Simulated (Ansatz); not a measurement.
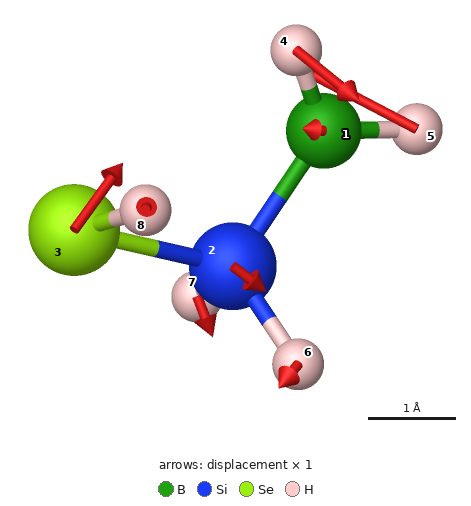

A relaxation of BSiH5Se (coarse preliminary run). The starting structure is drawn; red arrows show the displacements, at their true length. The two geometries are superimposed by the best rigid fit.

A ball-and-stick model, seen from a free direction.

The start comes from a force field.

Method: RKS PBE-D4/def2-SVP in Ansatz. Settings: force threshold 0.03 eV/Å; at most 200 steps.

**Which element moves most?**

Hydrogen: up to 1.62 Å, against 1.07 Å for selenium.

**What happened in the run?**

The largest move after the best rigid fit is that of H5, 1.62 Å. By element the largest moves are H 1.62 Å, Se 1.07 Å, Si 0.52 Å, B 0.32 Å. Among the contacts that change: B1–Se3 3.358 → 2.199 Å, Si2–Se3 2.265 → 2.432 Å, B1–H4 1.125 → 1.214 Å, B1–Si2 1.891 → 1.971 Å. Among the angles between lasting bonds that change: B1–Si2–Se3 107.4° → 58.8°, B1–Si2–H6 110.6° → 125.5°, B1–Si2–H7 110.4° → 124.9°. Groups turn about Si2–Se3 by about 35°. The energy falls by 0.938 eV in 20 accepted moves (21 points after the start). The largest force component goes from 2.8 to 0.013 eV/Å. The line search rejected the trial step at point 19 of the run.
